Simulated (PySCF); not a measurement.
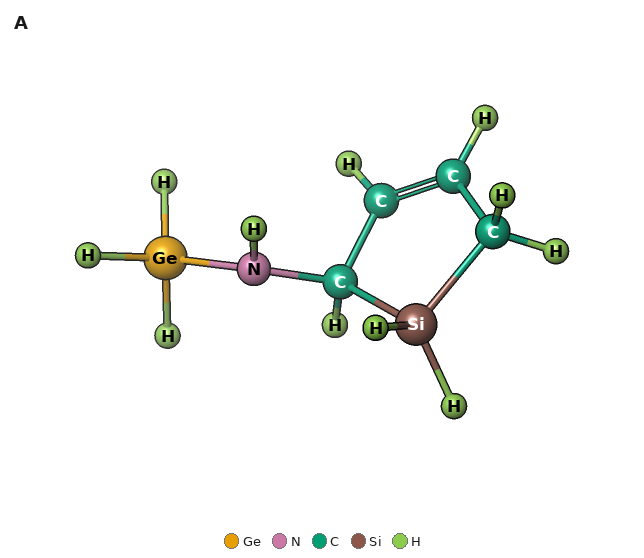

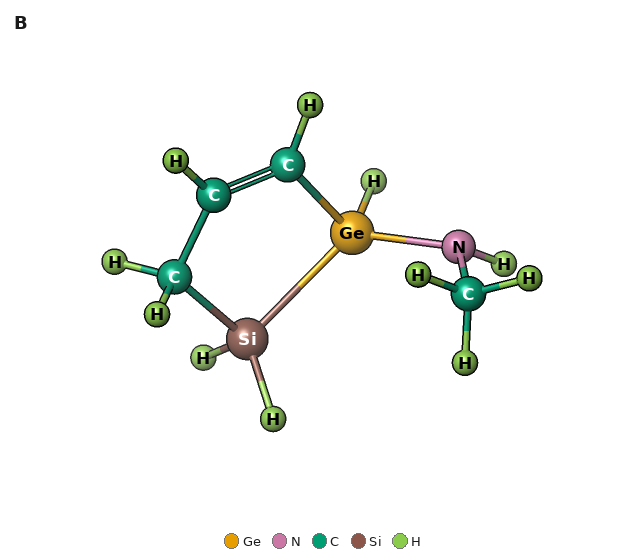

2 stationary structures of one formula. Geometries: GFN2-xTB. Electronic energies: CAM-B3LYP/def2-SVPD (PySCF 2.14.0), without zero-point energy. No frequency run is at hand to confirm each as a minimum. Each is one conformer, not always the lowest.

Question: Are they conformers, stereoisomers or constitutional isomers?

Answer: They are constitutional isomers of C4H11GeNSi: A `[GeH3][NH][C@H]1C=CC[SiH2]1`, B `C[NH][Ge@@H]1[CH]=CC[SiH2]1`.

Question: Which is lowest in energy, and by how much?

Answer: B is lowest; A lies 40.4 kJ/mol above it.

The geometry is semi-empirical. Around Ge, Si such bond lengths and angles can be off by a tenth of an ångström or more and by several degrees, and values that hang on the shape move with them.
